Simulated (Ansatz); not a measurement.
# Nickel, diamond under LDA: structure, energy and stiffness

The plan for nickel in the diamond structure: relax it, solve it on a dense k-mesh, switch on spin-orbit coupling, then scale the cell to 7 volumes from 88 to 112 % of the relaxed one and try a fit of the equation of state. The start is antiferromagnetic. The k-meshes are 11×11×11 for the relaxation; 18×18×18 for the dense run; 11×11×11 for spin-orbit coupling; 12×12×12 for the volumes.

This is Ni in the diamond structure; at room conditions it is fcc.

Program: Ansatz 0.2.0. Level of theory: DFT LDA (PW92), plane waves (420 eV) with PAW, scalar-relativistic; the PAW data stem from PBE, with regenerated cores. These are calculated values, not measurements.

## Step 1: Starting point

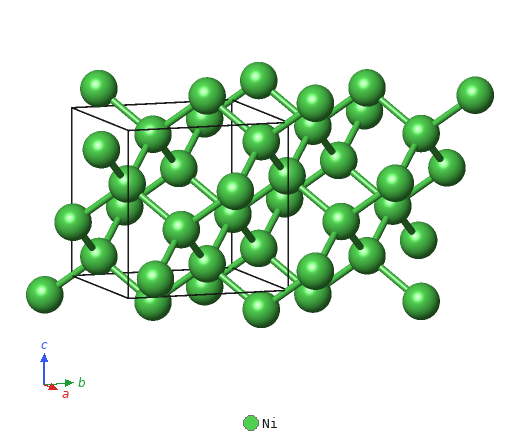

The structure, seen slightly off an axis (nickel green). 1×2×1 conventional cells are drawn; the run uses a primitive one. Any atoms on the faces are drawn again on the opposite ones, and bonded neighbours outside are added.

Coordinates:

```cif
data_structure
_symmetry_space_group_name_H-M 'P 1'
_symmetry_Int_Tables_number 1
_cell_length_a 3.4697
_cell_length_b 3.4697
_cell_length_c 3.4697
_cell_angle_alpha 60.000
_cell_angle_beta 60.000
_cell_angle_gamma 60.000
_cell_volume 29.54
loop_
_atom_site_label
_atom_site_type_symbol
_atom_site_fract_x
_atom_site_fract_y
_atom_site_fract_z
_atom_site_occupancy
Ni1 Ni 0.12500 0.12500 0.12500 1
Ni2 Ni 0.87500 0.87500 0.87500 1
```

The atoms start with moments of +0.8, -0.8 μB.

## Step 2: Geometry optimisation

Input file input.yaml:

```yaml
crystal:
  lattice:
    - [0.0, 2.4534603088, 2.4534603088]
    - [2.4534603088, 0.0, 2.4534603088]
    - [2.4534603088, 2.4534603088, 0.0]
  atoms:
    - { symbol: Ni, position: [0.125, 0.125, 0.125], spin: 0.8 }
    - { symbol: Ni, position: [0.875, 0.875, 0.875], spin: -0.8 }
hamiltonian:
  xc: lda
  pseudopotentials:
    kind: paw
    azcp:
      Ni: "pseudopotentials/Ni.paw.azcp"
basis:
  ecutwfc: 420
  fft_grid_basis: typed
kpoints:
  mp_grid: { grid: [11, 11, 11], shift: [0, 0, 0] }
magnetization:
  spin_polarized: true
scf:
  occupations: { method: fermi_dirac, width: 0.05 }
relax:
  max_steps: 60
  f_tol: 0.01
  cell: {}
```

Output:

```text
Warning: <dir> the record states the generating functional pbe (its physics header spells it `PBE`), which answers neither for hamiltonian.xc's functional nor for the lda family's — results may be inconsistent (PPs are generated against a specific XC)
Warning: RAYON_NUM_THREADS=2 ignored (pool sized by the plan → 2); use --threads N
Engine: ansatz 0.2.0, aarch64-unknown-linux-gnu
Pseudopotentials: kind: paw
Pseudopotential: Ni, paw, valence charge 18, recommended cutoff 420 eV (normal), <dir>
Functional definition: SPW92
  exchange = slater_x
  correlation = pw_c
Crystal: 2 atoms, lattice volume = 29.537 Å³
Basis set: ecut = 420 eV, 561 PW (Γ)
Bands: 23, of which v1, the nominal top of the filled ones, is band 18 counted from 1 (17 counted from 0)
Symmetry: 24 space group operations
Space group: F-43m (ITA 216), of the structure as read, at distance tolerance 3.1e-5 Å
Magnetic group: BNS 227.130 (UNI 1632), of the structure as read, at distance tolerance 3.1e-5 Å
k-points: 56 of 1331 (time reversal used)
Non-local potential: Ni, projectors of the file, l = 0: 3, l = 1: 2, l = 2: 3, l = 3: 1
PAW form: soft (Blöchl's): semilocal exchange-correlation on the pseudo side does not see the compensation charge
PAW frozen core: Ni, regenerated for the run's functional, and the local potential with it (the file was generated under x = pbe(κ = 0.804, μ = 0.2195149727645171), c = pbe(β = 0.06672455060314922))
PAW one-centre angular grid: Ni, 590 points (default); XC on 64 Gauss nodes
Initial density: superposition of atomic densities (chi_scale 0.1, normalization cell)
Starting moments: Σ|m| = 1.6 μB on 2 of 2 sites
Starting magnetic order: antiferromagnet; an inversion exchanges its spin sublattices: spin-degenerate at every k-point
Initial wavefunctions: pseudopotential atomic-orbital guess
Functional: x = slater, c = lda
iter 1 solved again at ethr=1.29e-3 eV; its pass at ethr=3.10e-3 eV (dr2=4.65e-1 eV) is discarded
SCF iter   1: F=—  HF=-11541.046187 eV  |F-HF|=—  |Δ(HF+E_count)|=         —  Δρ=4.37e-2 (↑4.37e-2 ↓4.37e-2)  dr2=4.71e-1  dr2_m=2.88e-1  M=0.000 μB ∫|m|=1.017 μB  β_m=0.30  ethr=1.29e-3  ⟨swp⟩=1.0  Hψ=13601  notcnv=0
Mixer restart at iter 1: flushing history
preconditioner: auto → Kerker (q_TF=auto, 2.820 Å⁻¹)  [metal: Δε(μ)=0.018 eV  Ē_g=7.458 eV  σ=0.050 eV  W_gap=0.09  n_scr=14 (ndim 8)  ℏωp=30.6 eV  f_vac=0.000  D(μ)=8.54/eV (n_scr^D=168)]
spin=Collinear: Kerker preconditioning applied to the charge; magnetization (m = ρ↑ − ρ↓) channel mixes plain (no charge-response kernel on spin).
SCF iter   2: F=—  HF=-11541.473417 eV  |F-HF|=—  |Δ(HF+E_count)|=   4.27e-1  Δρ=3.63e-2 (↑3.63e-2 ↓3.63e-2)  dr2=3.05e-1  dr2_m=2.80e-1  M=0.000 μB ∫|m|=0.868 μB  β_m=0.43  ethr=1.29e-3  ⟨swp⟩=2.0  Hψ=4178  notcnv=0
SCF iter   3: F=—  HF=-11542.556159 eV  |F-HF|=—  |Δ(HF+E_count)|=    1.08e0  Δρ=3.51e-2 (↑3.50e-2 ↓3.51e-2)  dr2=3.57e-1  dr2_m=2.51e-1  M=-0.000 μB ∫|m|=0.707 μB  β_m=0.23  ethr=8.48e-4  ⟨swp⟩=2.5  Hψ=4064  notcnv=0
SCF iter   4: F=—  HF=-11543.182177 eV  |F-HF|=—  |Δ(HF+E_count)|=   6.26e-1  Δρ=2.74e-2 (↑2.74e-2 ↓2.73e-2)  dr2=1.48e-1  dr2_m=1.78e-1  M=0.001 μB ∫|m|=0.562 μB  β_m=0.33  ethr=8.48e-4  ⟨swp⟩=2.3  Hψ=4246  notcnv=0
SCF iter   5: F=—  HF=-11544.176866 eV  |F-HF|=—  |Δ(HF+E_count)|=         —  Δρ=1.26e-1 (↑1.05e-1 ↓1.26e-1)  dr2=9.00e-2  dr2_m=3.59e0  M=1.563 μB ∫|m|=1.610 μB  β_m=0.79  ethr=4.10e-4  ⟨swp⟩=3.3  Hψ=5257  notcnv=0  defer=2
Mixer restart at iter 5: flushing history
SCF iter   6: F=—  HF=-11544.007369 eV  |F-HF|=—  |Δ(HF+E_count)|=   1.69e-1  Δρ=4.35e-2 (↑4.35e-2 ↓1.30e-2)  dr2=2.10e-1  dr2_m=2.02e-1  M=1.544 μB ∫|m|=1.621 μB  β_m=0.90  ethr=2.50e-4  ⟨swp⟩=3.0  Hψ=4843  notcnv=0  defer=2
SCF iter   7: F=—  HF=-11544.341878 eV  |F-HF|=—  |Δ(HF+E_count)|=   3.35e-1  Δρ=4.66e-2 (↑3.06e-2 ↓4.66e-2)  dr2=8.22e-1  dr2_m=1.95e-2  M=1.635 μB ∫|m|=1.749 μB  β_m=0.63  ethr=2.50e-4  ⟨swp⟩=3.7  Hψ=6621  notcnv=0  defer=1
SCF iter   8: F=—  HF=-11544.001944 eV  |F-HF|=—  |Δ(HF+E_count)|=   3.40e-1  Δρ=4.72e-3 (↑4.05e-3 ↓4.72e-3)  dr2=2.05e-2  dr2_m=1.82e-4  M=1.567 μB ∫|m|=1.669 μB  β_m=0.79  ethr=2.50e-4  ⟨swp⟩=3.0  Hψ=6327  notcnv=0  defer=2
SCF iter   9: F=—  HF=-11543.997819 eV  |F-HF|=—  |Δ(HF+E_count)|=   4.13e-3  Δρ=2.02e-3 (↑1.20e-3 ↓2.02e-3)  dr2=1.64e-3  dr2_m=7.21e-5  M=1.577 μB ∫|m|=1.685 μB  β_m=0.89  ethr=5.68e-5  ⟨swp⟩=2.1  Hψ=4169  notcnv=0  defer=3
SCF iter  10: F=—  HF=-11543.998449 eV  |F-HF|=—  |Δ(HF+E_count)|=   6.30e-4  Δρ=2.96e-3 (↑1.65e-3 ↓2.96e-3)  dr2=3.56e-3  dr2_m=1.31e-4  M=1.580 μB ∫|m|=1.689 μB  β_m=0.89  ethr=4.56e-6  ⟨swp⟩=2.4  Hψ=4988  notcnv=0  defer=3
SCF iter  11: F=—  HF=-11543.997945 eV  |F-HF|=—  |Δ(HF+E_count)|=   5.04e-4  Δρ=3.59e-4 (↑1.83e-4 ↓3.59e-4)  dr2=5.57e-5  dr2_m=5.13e-6  M=1.580 μB ∫|m|=1.689 μB  β_m=0.91  ethr=4.56e-6  ⟨swp⟩=2.1  Hψ=4126  notcnv=0  defer=3
SCF iter  12: F=—  HF=-11543.997932 eV  |F-HF|=—  |Δ(HF+E_count)|=   1.37e-5  Δρ=1.06e-4 (↑5.23e-5 ↓1.06e-4)  dr2=5.98e-6  dr2_m=3.36e-7  M=1.580 μB ∫|m|=1.690 μB  β_m=0.95  ethr=1.55e-7  ⟨swp⟩=2.2  Hψ=3989  notcnv=0  defer=3
SCF iter  13: F=—  HF=-11543.997932 eV  |F-HF|=—  |Δ(HF+E_count)|=   2.48e-7  Δρ=2.79e-5 (↑1.39e-5 ↓2.79e-5)  dr2=2.83e-7  dr2_m=2.24e-8  M=1.580 μB ∫|m|=1.690 μB  β_m=0.96  ethr=1.66e-8  ⟨swp⟩=2.1  Hψ=3518  notcnv=0  defer=3
SCF iter  14: F=—  HF=-11543.997932 eV  |F-HF|=—  |Δ(HF+E_count)|=   5.29e-8  Δρ=2.50e-5 (↑7.74e-6 ↓2.50e-5)  dr2=2.24e-7  dr2_m=2.10e-8  M=1.580 μB ∫|m|=1.690 μB  β_m=0.98  ethr=7.85e-10  ⟨swp⟩=2.0  Hψ=3655  notcnv=0  defer=3
SCF iter  15: F=—  HF=-11543.997932 eV  |F-HF|=—  |Δ(HF+E_count)|=   1.52e-9  Δρ=4.77e-6 (↑3.60e-6 ↓4.77e-6)  dr2=1.51e-8  dr2_m=1.01e-10  M=1.580 μB ∫|m|=1.690 μB  β_m=0.90  ethr=6.22e-10  ⟨swp⟩=1.8  Hψ=2992  notcnv=0  defer=3
SCF iter  16: F=-11543.997932 eV  HF=-11543.997932 eV  |F-HF|=5.74e-9  |Δ(HF+E_count)|=   3.17e-9  Δρ=4.38e-6 (↑1.18e-6 ↓4.38e-6)  dr2=6.65e-9  dr2_m=7.19e-10  M=1.580 μB ∫|m|=1.690 μB  ethr=4.20e-11  ⟨swp⟩=1.9  Hψ=7976  notcnv=0
WARN: the starting moments were not kept: 1 of 2 ended reversed and 1 kept their direction, counting a site from 0.1 of the cell's largest site moment. The largest reversed, site 1 (counted from 0, in the order of the report's site_moments_mub), started with -0.8 μB and closes at +8.1e-1 μB in its sphere. The starting moments cancel, and the net magnetisation is 1.6e0 μB in size, over 0.1 of its absolute magnetisation of 1.6e0 μB. The SCF closed on another magnetic arrangement than the starting moments describe; that does not show which of the two is lower. To try another start: change the starting moments (crystal.atoms[].spin, magnetization.per_species, magnetization.initial_magnetization, or on a non-collinear deck that types none of these the spinor_matrix: blocks that start its atoms; where the total moment is fixed, keep their sum and leave initial_magnetization as it is; typed ones take the place of any that the run laid by itself, positive ones on a crystal's lanthanoids without a Hubbard term where scf.initial_density.shell_occupations: [] is typed); see also scf.mixing.spin_hold.
SCF 1 converged in 16 iterations: F = -11543.997932 eV  dr2 = 6.65e-9
relax step   1: F+E_penalty+E_count = -11543.99793193 eV  Δ(F+E_penalty+E_count) = +0.000e0 eV  max|allowed force component| = 1.295e-16 eV/Å  Δτ_max = 0.0000 Å  P = +2.591 GPa  Ω = 29.537 Å³  (16 SCF iters, dr2 threshold 1.00e-7 eV, accepted)
[... 17 lines left out ...]
relax step   2: F+E_penalty+E_count = -11544.00158029 eV  Δ(F+E_penalty+E_count) = -3.648e-3 eV  max|allowed force component| = 1.850e-16 eV/Å  Δτ_max = 0.0000 Å  P = +1.132 GPa  Ω = 29.870 Å³  energy of the carried Pulay correction = -2.104e-4 eV  (9 SCF iters, dr2 threshold 2.00e-7 eV, accepted)
[... 14 lines left out ...]
relax step   3: F+E_penalty+E_count = -11544.00237429 eV  Δ(F+E_penalty+E_count) = -7.940e-4 eV  max|allowed force component| = 8.789e-17 eV/Å  Δτ_max = 0.0000 Å  P = +0.040 GPa  Ω = 30.135 Å³  energy of the carried Pulay correction = -3.753e-4 eV  (8 SCF iters, dr2 threshold 2.00e-7 eV, accepted)
[... 16 lines left out ...]
relax step   4: F+E_penalty+E_count = -11544.00277428 eV  Δ(F+E_penalty+E_count) = -4.000e-4 eV  max|allowed force component| = 8.327e-17 eV/Å  Δτ_max = 0.0000 Å  P = +0.047 GPa  Ω = 30.135 Å³  stress off target by 4.72e-2 GPa  SCF on the basis re-selected at this cell (its energy is not comparable with the rows above)  (11 SCF iters)
basis re-selected at this cell: Δ(F+E_penalty+E_count) = -4.000e-4 eV, ΔP = +0.007 GPa vs the last step (what re-selecting the basis moved, of the pressure what is left beyond the Pulay correction that the steps carried, after the strain that the cell walked since its last selection, with what the two solves' SCF thresholds leave and, on support functions, any second-order correction that the steps lacked; it is no measure of the basis error at this ecutwfc). This SCF's stress stands 4.72e-2 GPa from its target on what of the cell is left free (relax.cell.stress_tol is 5.00e-2 GPa) and its largest allowed force component is 8.33e-17 eV/Å (relax.f_tol is 1.00e-2 eV/Å): within both
SCF converged after 11 iterations
Magnetization: 1.5845 μB (18.7922 up, 17.2078 down)
Absolute magnetization: 1.6980 μB (∫|ρ↑−ρ↓|, with the PAW one-centre terms)
Spin contamination: 0.0132 ħ² per cell (⟨S²⟩ above its minimum at these occupations)
Per-site moments (μB) at R_I (Å): [(0.8082810118920076, 0.8823342005088233), (0.808281471034614, 0.8823342005088233)]
Free energy (F): -11544.002774 eV
Harris-Foulkes:  -11544.002774 eV  (|F-HF|=3.64e-12)
Internal energy: -11543.976054 eV  (E = F + TS)
E sigma→0 (E₀):  -11543.989414 eV
Entropy (-TS):   -0.026720 eV (-13.360 meV/atom)
Fermi energy:    11.530688 eV
--- Per-component energies (eV) ---
  E_band       = -803.984964
  E_kinetic    = 566.406022
  E_local      = -8639.423761  (includes V_loc(G=0)·N_el)
  E_nonlocal   = 1282.359695
  E_hartree    = 3629.895582
  E_xc         = -166.595907
  E_vxc        = -215.623715  (∫ρ·V_xc dr)
  E_paw        = -3129.816267  (= ΣΔE_a)
  E_vpaw       = -1057.495191  (= ΣTr[D̂ρ^β])
  E_aug_tail   = 0.000871  (compensation charges beyond the density's cutoff)
  E_ewald      = -5087.670530
  E_core_change = 0.868241  (= ΣΔE_core)
  E_smearing   = -0.026720  (= −TS)
  E_closure    = -0.000000  (closes the sum)
  Σ components = -11544.002774   (vs F -11544.002774, Δ=0.00e0)
--- Forces (eV/Å), atoms counted from 1 ---
  atom   1  Ni     0.00000000     0.00000000     0.00000000
  atom   2  Ni    -0.00000000    -0.00000000    -0.00000000
  max |Σ_I F_I| component: 0.00e0 eV/Å
--- Stress (GPa, compression-positive) ---
        0.047225       0.000000       0.000000
        0.000000       0.047225      -0.000000
        0.000000      -0.000000       0.047225
  P = ⅓ Tr σ = 0.0472 GPa (0.472 kbar)
--- Relaxed structure (3 steps of the walk, 3 accepted, 1 SCFs on fresh bases) ---
  F+E_penalty+E_count = -11544.00277428 eV   max|allowed force component| = 8.327e-17 eV/Å   (the final SCF, on the basis selected at the relaxed cell)
  cell:  # Å, volume = 30.1346 Å³
    - [-1.8343339318424123e-33, 2.4698952154132483, 2.4698952154132483]
    - [2.4698952154132483, 2.547686016447795e-33, 2.4698952154132483]
    - [2.4698952154132483, 2.4698952154132483, 1.528611609868677e-33]
  atoms:
    - { symbol: Ni, position: [0.125, 0.125, 0.125] }
    - { symbol: Ni, position: [0.875, 0.875, 0.875] }
```

Run time: 21 s. Hardware: 2 threads of Arm Neoverse V1, shared host; peak memory 0.35 GiB.

Step by step:

```
step  energy change (meV/atom)  largest force (eV/Å)  pressure (GPa)  volume (Å³/atom)
   1                      0.00                0.0000            2.59            14.769
   2                     -1.82                0.0000            1.13            14.935
   3                     -2.22                0.0000            0.04            15.067
   4                     -2.42                0.0000            0.05            15.067
```

Steps that repeat a cell are solved on a basis chosen anew, so their changes of energy are no gain of the relaxation.

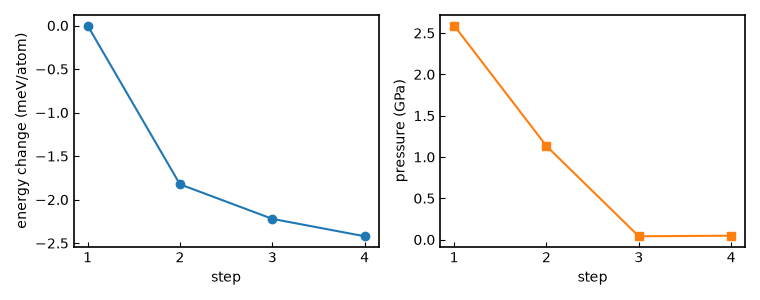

Energy and pressure over the accepted steps.

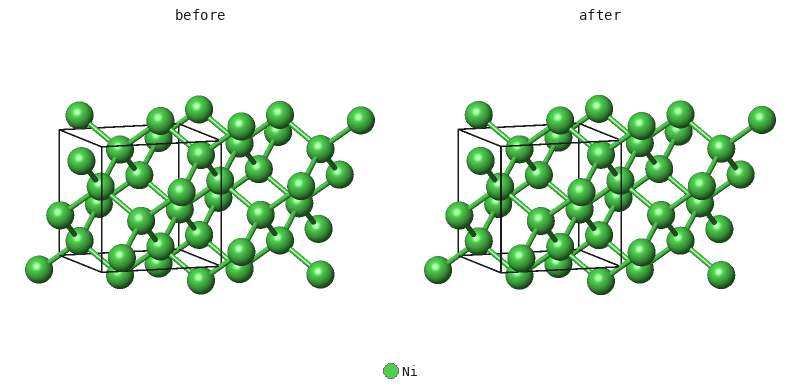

The structure before (left) and after (right), drawn at the same scale. The cells drawn are those of the first picture.

Changes in the cell that was computed:

|  | before | after | change |
| --- | --- | --- | --- |
| a (Å) | 3.470 | 3.493 | +0.7 % |
| b (Å) | 3.470 | 3.493 | +0.7 % |
| c (Å) | 3.470 | 3.493 | +0.7 % |
| volume (Å³/atom) | 14.769 | 15.067 | +2.0 % |
| shortest distance (Å) | 2.125 | 2.139 | +0.7 % |
| space group (spins left aside) | Fd-3m | Fd-3m | same |

## Step 3: Dense single point

Input file input.yaml:

```yaml
crystal:
  lattice:
    - [0.0, 2.4698952154, 2.4698952154]
    - [2.4698952154, 0.0, 2.4698952154]
    - [2.4698952154, 2.4698952154, 0.0]
  atoms:
    - { symbol: Ni, position: [0.125, 0.125, 0.125], spin: 0.808 }
    - { symbol: Ni, position: [0.875, 0.875, 0.875], spin: 0.808 }
hamiltonian:
  xc: lda
  pseudopotentials:
    kind: paw
    azcp:
      Ni: "pseudopotentials/Ni.paw.azcp"
basis:
  ecutwfc: 420
  fft_grid_basis: typed
kpoints:
  mp_grid: { grid: [18, 18, 18], shift: [0, 0, 0] }
magnetization:
  spin_polarized: true
scf:
  occupations: { method: fermi_dirac, width: 0.05 }
```

Output, shortened:

```text
Warning: <dir> the record states the generating functional pbe (its physics header spells it `PBE`), which answers neither for hamiltonian.xc's functional nor for the lda family's — results may be inconsistent (PPs are generated against a specific XC)
Warning: RAYON_NUM_THREADS=2 ignored (pool sized by the plan → 2); use --threads N
[...]
[... 3 set-up lines as earlier in the session ...]
[...]
Crystal: 2 atoms, lattice volume = 30.135 Å³
Basis set: ecut = 420 eV, 609 PW (Γ)
Bands: 23, of which v1, the nominal top of the filled ones, is band 18 counted from 1 (17 counted from 0)
Symmetry: 48 space group operations
Space group: Fd-3m (ITA 227), of the structure as read, at distance tolerance 3.1e-5 Å
Magnetic group: BNS 227.128 (UNI 1630), of the structure as read, at distance tolerance 3.1e-5 Å
k-points: 195 of 5832
[...]
Starting moments: Σ|m| = 1.616 μB on 2 of 2 sites
[...]
SCF iter   1: F=—  HF=-11541.625984 eV  |F-HF|=—  |Δ(HF+E_count)|=         —  Δρ=5.90e-2 (↑1.99e-2 ↓5.90e-2)  dr2=4.21e-1  dr2_m=3.30e-1  M=1.847 μB ∫|m|=1.934 μB  β_m=0.30  ethr=1.16e-3  ⟨swp⟩=1.0  Hψ=46976  notcnv=0
[...]
spin=Collinear: Kerker preconditioning applied to the charge; magnetization (m = ρ↑ − ρ↓) channel mixes plain (no charge-response kernel on spin).
[...]
SCF iter  11: F=-11544.004145 eV  HF=-11544.004145 eV  |F-HF|=2.04e-9  |Δ(HF+E_count)|=   1.06e-9  Δρ=2.60e-6 (↑1.14e-6 ↓2.60e-6)  dr2=2.56e-9  dr2_m=1.66e-10  M=1.550 μB ∫|m|=1.681 μB  ethr=4.59e-11  ⟨swp⟩=1.5  Hψ=24025  notcnv=0
[...]
SCF converged after 11 iterations
Magnetization: 1.5501 μB (18.7750 up, 17.2250 down)
Absolute magnetization: 1.6824 μB (∫|ρ↑−ρ↓|, with the PAW one-centre terms)
Spin contamination: 0.0135 ħ² per cell (⟨S²⟩ above its minimum at these occupations)
Per-site moments (μB) at R_I (Å): [(0.7971053432054945, 0.8823342005040906), (0.7971053432054941, 0.8823342005040906)]
Free energy (F): -11544.004145 eV
[...]
E sigma→0 (E₀):  -11543.991079 eV
Entropy (-TS):   -0.026133 eV (-13.066 meV/atom)
Fermi energy:    11.534879 eV
[...]
```

It took 9.7 s on 2 threads of Arm Neoverse V1, shared host; peak memory 0.45 GiB.

## Step 4: A two-component run at the same geometry

Input file input.yaml:

```yaml
crystal:
  lattice:
    - [0.0, 2.4698952154, 2.4698952154]
    - [2.4698952154, 0.0, 2.4698952154]
    - [2.4698952154, 2.4698952154, 0.0]
  atoms:
    - { symbol: Ni, position: [0.125, 0.125, 0.125], spin: 0.797, spin_axis: [0, 0, 1] }
    - { symbol: Ni, position: [0.875, 0.875, 0.875], spin: 0.797, spin_axis: [0, 0, 1] }
hamiltonian:
  xc: lda
  pseudopotentials:
    kind: paw_fr
    azcp:
      Ni: "pseudopotentials/Ni.paw.azcp"
basis:
  ecutwfc: 420
  fft_grid_basis: typed
kpoints:
  mp_grid: { grid: [11, 11, 11], shift: [0, 0, 0] }
magnetization:
  noncollinear: true
  spin_orbit: true
scf:
  occupations: { method: fermi_dirac, width: 0.05 }
```

Output, shortened:

```text
Warning: <dir> the record states the generating functional pbe (its physics header spells it `PBE`), which answers neither for hamiltonian.xc's functional nor for the lda family's — results may be inconsistent (PPs are generated against a specific XC)
Warning: RAYON_NUM_THREADS=2 ignored (pool sized by the plan → 2); use --threads N
[...]
Pseudopotentials: kind: paw_fr
Pseudopotential: Ni, paw_fr, valence charge 18, recommended cutoff 420 eV (normal), <dir>
[... 1 set-up line as earlier in the session ...]
[...]
Crystal: 2 atoms, lattice volume = 30.135 Å³
Basis set: ecut = 420 eV, 609 PW (Γ)
Bands: 44, of which v1, the nominal top of the filled ones, is band 36 counted from 1 (35 counted from 0)
Symmetry: 8 space group operations + 8 with time reversal
Magnetic group: BNS 141.557 (UNI 1217), of the structure as read, at distance tolerance 3.1e-5 Å
k-points: 126 of 1331 (time reversal used)
Projection manifold: j_resolved (fully-relativistic pseudo-atomic orbitals)
[...]
Starting moments: Σ|m| = 1.594 μB on 2 of 2 sites
[...]
spin=Noncollinear: Kerker preconditioning applied to the charge; magnetization (m_x, m_y, m_z) channels mix plain (no charge-response kernel on spin).
[...]
spin-set hold released at iteration 6 (site moments contracting): the magnetisation degrees of freedom join the quasi-Newton model from the next iteration; the mixer history was flushed
[...]
SCF iter  13: F=-11544.594800 eV  HF=-11544.594800 eV  |F-HF|=8.19e-11  |Δ(HF+E_count)|=   1.86e-8  Δρ=3.87e-6  dr2=5.44e-9  dr2_m=1.20e-11  ethr=1.44e-10  |M|=1.58e0 ∫|m|=1.69e0 μB  |m|>n=0.0e0 m-floor=0.0e0 τ_xc=9.1e-21  ⟨swp⟩=3.0  Hψ=13452  notcnv=0
[...]
SCF converged after 13 iterations
Magnetization: |M| = 1.5782 μB,  M = (+0.0000, +0.0000, +1.5782) μB
Absolute magnetization: 1.6913 μB (∫|m|, with the PAW one-centre terms)
  site 0: m = (+0.0000, -0.0000, +0.8051) μB, |m| = 0.8051 μB  (R = 0.88 Å)
  site 1: m = (+0.0000, +0.0000, +0.8051) μB, |m| = 0.8051 μB  (R = 0.88 Å)
Free energy (F): -11544.594800 eV
[...]
E sigma→0 (E₀):  -11544.581419 eV
Entropy (-TS):   -0.026762 eV (-13.381 meV/atom)
Fermi energy:    11.531639 eV
[...]
```

Wall time 28 s (2 threads of Arm Neoverse V1, shared host); peak memory 0.56 GiB.

Side by side:

```csv
,scalar-relativistic,with spin-orbit coupling
k-mesh,18×18×18,11×11×11
gap on the mesh,none (levels filled in part),none (levels filled in part)
magnetic state,ferromagnetic,ferromagnetic
```

The meshes differ, so small differences between the columns need not come from spin-orbit coupling.

(Part 1 of 2 ends here.)
